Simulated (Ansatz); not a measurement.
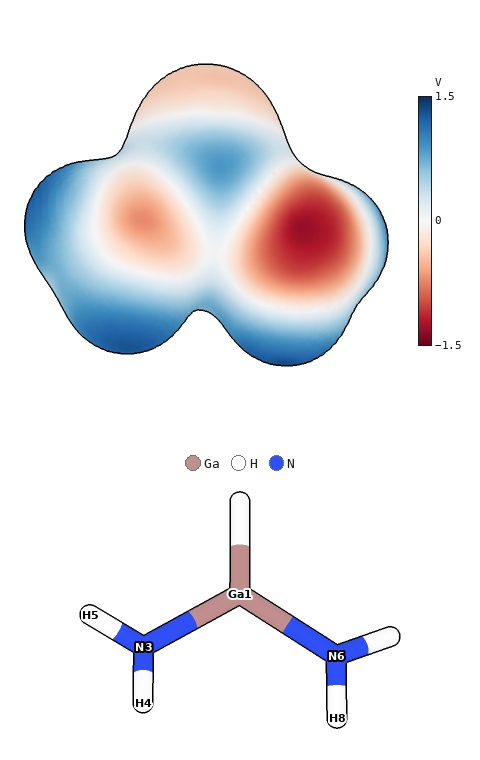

The picture shows: GaH₅N₂. The electrostatic potential painted on the density surface at 0.002 e/bohr³, seen at a tilt; red is negative and blue positive. The bare structure is drawn below in the same view.

The calculation used Ansatz, RKS BLYP-D4/def2-SVP.

Input

```
crystal:
  periodic: [false, false, false]
  atoms:
    - { symbol: Ga, position_ang: [0.0, 0.0, 0.0] }
    - { symbol: H, position_ang: [0.0, 0.0, 1.57] }
    - { symbol: "N", position_ang: [1.6714, 0.0, -0.965] }
    - { symbol: H, position_ang: [2.138, -0.9179, -1.2168] }
    - { symbol: H, position_ang: [2.1227, 0.9179, -1.2432] }
    - { symbol: "N", position_ang: [-1.6714, 0.0, -0.965] }
    - { symbol: H, position_ang: [-2.3403, -0.8164, -0.8664] }
    - { symbol: H, position_ang: [-1.9204, 0.8164, -1.5936] }
basis:
  gaussian: { orbitals: def2-SVP }
hamiltonian:
  xc: blyp
  dispersion: d4
relax:
  f_tol: 0.02
  max_steps: 40
output:
  orbitals: {}
```

Run with:

```sh
ansatz run input.yaml --threads 1 --pin off --max-ram 2048MiB --backend cpu --events-out ev --progress --plain --runs-dir out
```

The fields are those of the run's last geometry, not of the input's.

**Which sites attract a positive test charge, and which a negative one?**

A positive charge is drawn to the negative regions and a negative charge to the positive ones. The most negative region (about −1.3 V) lies over N3 and N6, the most positive (about +1.3 V) over H4, H5, H7 and H8.
